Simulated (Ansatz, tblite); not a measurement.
# Al4As4 wurtzite atom sphere (Al₄As₄H₁₄): a ladder of methods and basis sets

Aim: run the singlet of Al4As4 wurtzite atom sphere (Al₄As₄H₁₄) at one geometry on many levels, and compare frontier levels, spin and run time.

Method: as each input shows; program: Ansatz 0.2.0, Gaussian basis.

Plan: GFN1-xTB, GFN2-xTB, PBE-D4/def2-TZVP, r2SCAN-D4/def2-TZVP, PBE-D4/def2-SVP, PBE0-D4/def2-SVP.

1 further run of the same task is left out (set aside as unsound or not needed).

## 1. The geometry

The singlet was relaxed beforehand with r2SCAN-D4/def2-SVP.

22 atoms, charge 0, spin multiplicity 1.

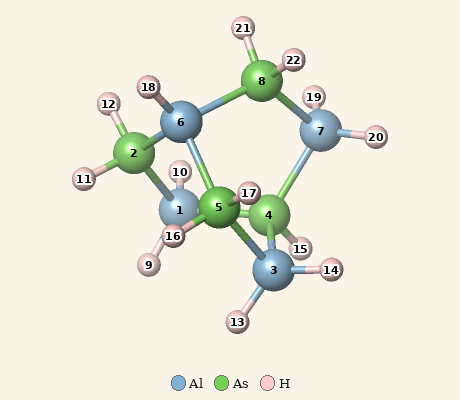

The geometry (aluminium light blue, arsenic green, hydrogen pink); atoms are numbered from 1 in the order of the file.

PBE0-D4/def2-TZVP was run before; its log isn't repeated, and its numbers join the tables.

## 2. GFN1-xTB

Tight binding, by tblite at 300 K electronic temperature and without a spin-polarisation term:

```python
tblite.interface.Calculator('GFN1-xTB', numbers, positions, charge=0, uhf=0).singlepoint()
```

Energy -605.7601 eV, HOMO -10.56 eV, LUMO -6.26 eV; 0.043 s.

## 3. GFN2-xTB

Tight binding, by tblite at 300 K electronic temperature and without a spin-polarisation term:

```python
tblite.interface.Calculator('GFN2-xTB', numbers, positions, charge=0, uhf=0).singlepoint()
```

Energy -568.6147 eV, HOMO -9.91 eV, LUMO -6.87 eV; 0.036 s.

## 4. PBE-D4/def2-TZVP

start.molden holds the orbitals of an earlier run on this state, given as this run's starting guess.

in.yaml

```yaml
crystal:
  periodic: [false, false, false]
  atoms:
    - {symbol: Al, position_ang: [-2.114220, -1.214442, -1.423696]}
    - {symbol: As, position_ang: [-1.908900, -1.103553, 1.143745]}
    - {symbol: Al, position_ang: [2.105536, -1.225238, -1.428260]}
    - {symbol: As, position_ang: [-0.001768, -0.004658, -1.968420]}
    - {symbol: As, position_ang: [1.915091, -1.100339, 1.139498]}
    - {symbol: Al, position_ang: [0.003590, 0.005284, 2.288282]}
    - {symbol: Al, position_ang: [0.003411, 2.432013, -1.434520]}
    - {symbol: As, position_ang: [-0.001073, 2.210860, 1.133905]}
    - {symbol: H, position_ang: [-2.013882, -2.771475, -1.742003]}
    - {symbol: H, position_ang: [-3.404912, -0.334556, -1.733368]}
    - {symbol: H, position_ang: [-2.001433, -2.471477, 1.774507]}
    - {symbol: H, position_ang: [-3.142031, -0.509611, 1.779583]}
    - {symbol: H, position_ang: [1.991065, -2.783652, -1.735354]}
    - {symbol: H, position_ang: [3.401038, -0.357693, -1.751967]}
    - {symbol: H, position_ang: [-0.003004, -0.007887, -3.482151]}
    - {symbol: H, position_ang: [2.014937, -2.465836, 1.774412]}
    - {symbol: H, position_ang: [3.149495, -0.500494, 1.767266]}
    - {symbol: H, position_ang: [0.005171, 0.008783, 3.874981]}
    - {symbol: H, position_ang: [-1.396914, 3.119375, -1.754568]}
    - {symbol: H, position_ang: [1.408893, 3.111633, -1.748678]}
    - {symbol: H, position_ang: [-1.139720, 2.977314, 1.761328]}
    - {symbol: H, position_ang: [1.129632, 2.985631, 1.765479]}
basis:
  gaussian: {orbitals: def2-TZVP, fitting: {mean_field: def2-universal-jkfit}, initial_orbitals: start.molden}
hamiltonian: {xc: pbe, dispersion: d4}
scf: {omitted_lower_state_checks: [starts]}
output: {orbitals: {seedname: orbitals}}
```

On the command line:

```bash
$ ansatz run in.yaml --threads 2 --pin off --events-out ev --progress --plain --max-ram 32768MiB --backend cuda --devices 0, --max-vram 18GiB
```

The runs that follow: r2SCAN-D4/def2-TZVP; PBE-D4/def2-SVP; PBE0-D4/def2-SVP.

**Question.** What will the summary of the whole plan be? Wanted: gap in def2-TZVP, named functionals, smallest and largest; binding an atom, functionals in def2-TZVP; PBE0 total energy, smallest basis above largest.

**Answer**, as computed:

| quantity | value |
| --- | --- |
| gap in def2-TZVP, named functionals, smallest and largest | 4.21 eV (PBE-D4), 6.01 eV (PBE0-D4) |
| binding an atom, functionals in def2-TZVP | 2.61 (PBE0-D4) to 2.66 eV (r2SCAN-D4) |
| PBE0 total energy, smallest basis above largest | 39.21 eV (def2-SVP, def2-TZVP) |

In words: Orbital gaps of the named functionals in def2-TZVP span 4.21 eV (PBE-D4) to 6.01 eV (PBE0-D4); exact exchange widens it.
